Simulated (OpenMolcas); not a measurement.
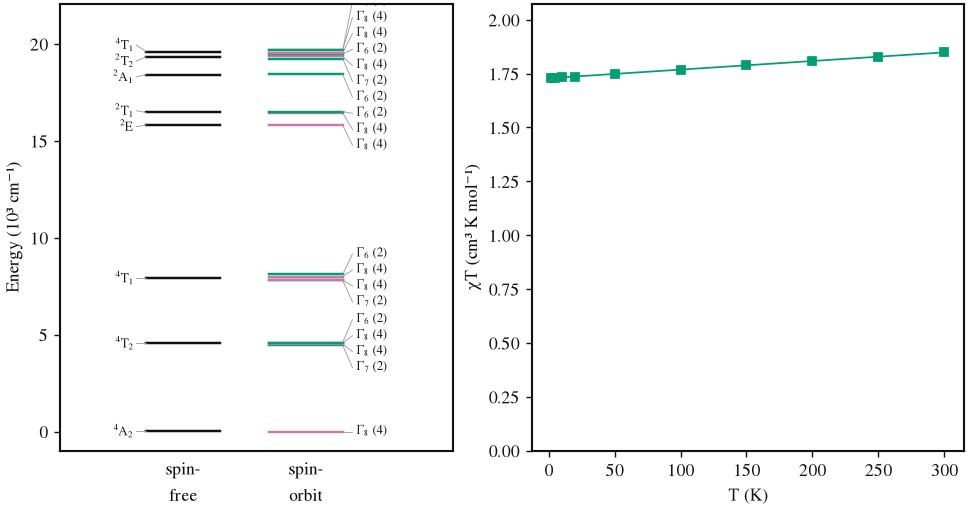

Levels of a 3d ion of charge +2 as a dopant in CsCaBr₃, a cluster with its 6 nearest Br⁻ at 2.811 Å (octahedron) embedded in model potentials and point charges; the geometry was set, not optimised. Labels give the representation in O, Td, D4 or D3 as the site allows (double group for half-integer spin) where it could be assigned and, in brackets, the degeneracy; spin-free states, where drawn, share the zero of the spin-orbit levels. The calculation used state-averaged CASSCF, the open shell active, basis ANO-RCC-VDZP on all atoms, DKH2 scalar Hamiltonian, spin-orbit coupling by RASSI with atomic mean-field integrals (OpenMolcas). Powder susceptibility by Van Vleck's formula.

Which ion is the dopant?

Answer. V²⁺ (3d³). The ground level is Γ₈, 4-fold degenerate, 100 % from states of spin multiplicity 4. The next level lies at 4,460 cm⁻¹ (Γ₇). The lowest spin-free state is ⁴A₂, from the free-ion F term; of the same spin there follow at 4,530 cm⁻¹ (⁴T₂), 7,900 cm⁻¹ (⁴T₁) and 19,600 cm⁻¹ (⁴T₁) above it. A ligand-field fit to the spin-free states gives |10Dq| = 4,640 cm⁻¹, B = 902 and C = 3,400 cm⁻¹ (rms misfit 80 cm⁻¹). χT is 1.73 cm³ K mol⁻¹ at 2 K and 1.85 at 300 K, an effective moment of 3.85 μB. The active orbitals hold 94 to 98 % metal character (Löwdin), and the Mulliken charge of the metal is +1.02.

Caveat: covalent bonds, ligand orbitals missing from the active space; the geometry is set by hand, with no relaxation and no charge compensation.
